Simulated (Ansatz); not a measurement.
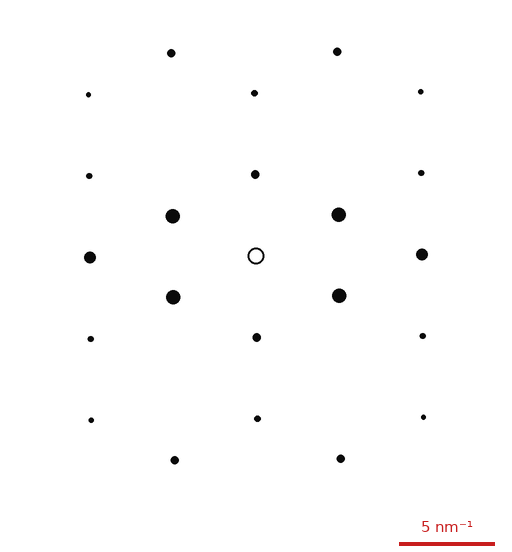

The pattern is a kinematic simulation for 300 kV electrons (no multiple scattering; isotropic B = 0.5 Å²).

It belongs to Ru, space group P6_3/mmc (No. 194), a = 2.691 Å, c = 8.636 Å (hexagonal axes). Structure: coordinates from a relaxation with DFT, m-r2SCAN, plane waves (500 eV) with PAW, scalar-relativistic in Ansatz; the starting structure was generated, so it need not be a known form of this composition.

| atom | site | symmetry | x | y | z |
| --- | --- | --- | --- | --- | --- |
| Ru | 2a | -3m. | 0.0000 | 0.0000 | 0.0000 |
| Ru | 2c | -6m2 | 0.3333 | 0.6667 | 0.2500 |

Q: Determine the zone axis from the geometry of the pattern.

A: The spots form a centred rectangular net whose two shortest vectors correspond to d = 2.33 Å and 2.05 Å, 63.9° apart. They index as 0 1 0 and 1 0 -2, so the zone axis is ±[201] (or an equivalent direction of <201>).

Q: Which reflections of this zone are missing, and why?

A: Reflections such as 1 -2 -2, 1 1 -2 are allowed but too weak to see at this display level.
